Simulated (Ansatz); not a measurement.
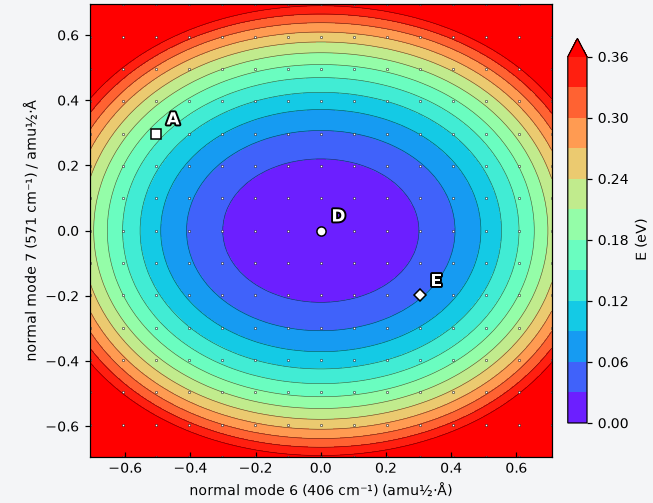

AlF₂H₂Si, SMILES [F][Al]([F])[SiH2+], charge +1. 
- First axis: normal mode 6 (406 cm⁻¹). Second axis: normal mode 7 (571 cm⁻¹).
- Nothing is relaxed (straight displacements along the two mass-weighted modes).
- The grid has 15 × 15 points.
- All energies are given in eV relative to the lowest grid point.
- Method: RKS PBE-D4/def2-TZVP (Ansatz 0.2.0).

In the figure: filled contours, dots at the grid points, one colour for all values above the top of the scale, lettered points. Between grid points the surface is interpolated.

> What kind of point is each of A, D, E: minimum, saddle, maximum or slope?

A: on a slope; D: minimum; E: on a slope. (In these two coordinates alone; a stationary point may lie a little off the grid point.)

> Rank the lettered points by energy, lowest first.

D (0.000 eV), E (0.057 eV), A (0.164 eV).
